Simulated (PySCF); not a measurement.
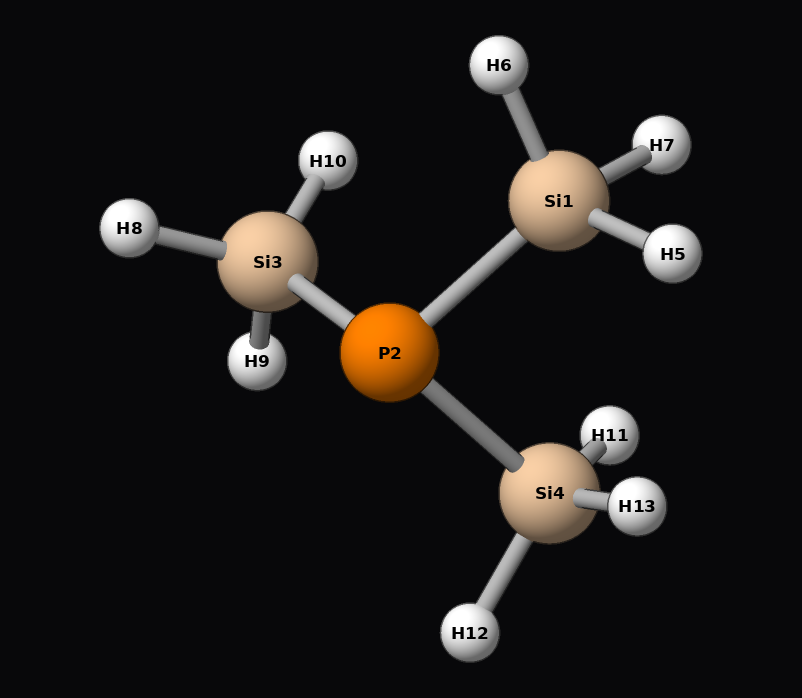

Geometry: a frame of a GFN2-xTB molecular-dynamics simulation, not a minimum. Properties computed with GIAO PBE0/pcSseg-1 NMR shielding, non-relativistic, gas phase (PySCF 2.14.0). Principal shieldings σ11 ≤ σ22 ≤ σ33, span Ω = σ33 − σ11, skew κ = 3(σiso − σ22)/Ω.

Give the shielding tensors of the P atoms.

```csv
atom,σ11,σ22,σ33,σiso,Ω,κ
P2,611.8,690.6,718.9,673.8,107.1,−0.47
```

Shieldings and span in ppm.
